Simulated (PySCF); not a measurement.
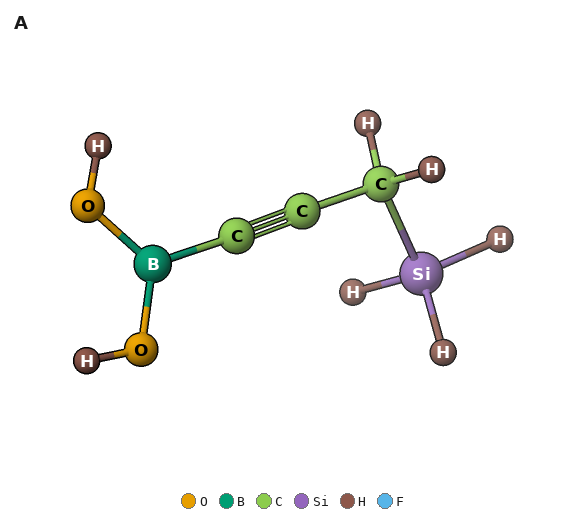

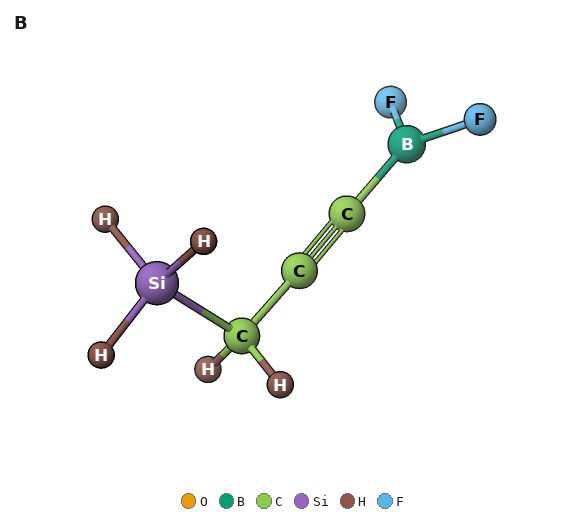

Two related species, optimised with GFN2-xTB; properties computed with PySCF 2.14.0. Both: charge 0, singlet.

**Identify both.**

A is C3H7BO2Si (OB(O)C#CC[SiH3]), B is C3H5BF2Si (FB(F)C#CC[SiH3]).

Compare them. With PBE0/pcSseg-1: dipole moment (D), HOMO–LUMO gap (eV), HOMO energy (Kohn–Sham orbital) (eV), shielding of Si (ppm), Hirshfeld charge of Si (e), IAO charge of Si (e). With PBE0/def2-SVPD: lowest vertical singlet excitation (eV), mean static polarisability (bohr³). With GFN2-xTB: mean Si–C length (Å), mean Si–H length (Å).

```
                               quantity      A      B
                      dipole moment (D)   1.95   3.70
                     HOMO–LUMO gap (eV)   7.29   7.00
   HOMO energy (Kohn–Sham orbital) (eV)  −7.44  −8.14
                  shielding of Si (ppm)  417.9  416.0
             Hirshfeld charge of Si (e)   0.34   0.35
                   IAO charge of Si (e)   0.64   0.64
lowest vertical singlet excitation (eV)   5.42   5.24
     mean static polarisability (bohr³)   86.5   78.2
                   mean Si–C length (Å)  1.914  1.922
                   mean Si–H length (Å)  1.464  1.462
```

Each is one conformer, and no frequency run is at hand to confirm it as a minimum.

The geometry is semi-empirical. Around B, Si such bond lengths and angles can be off by a tenth of an ångström or more and by several degrees, and values that hang on the shape move with them.
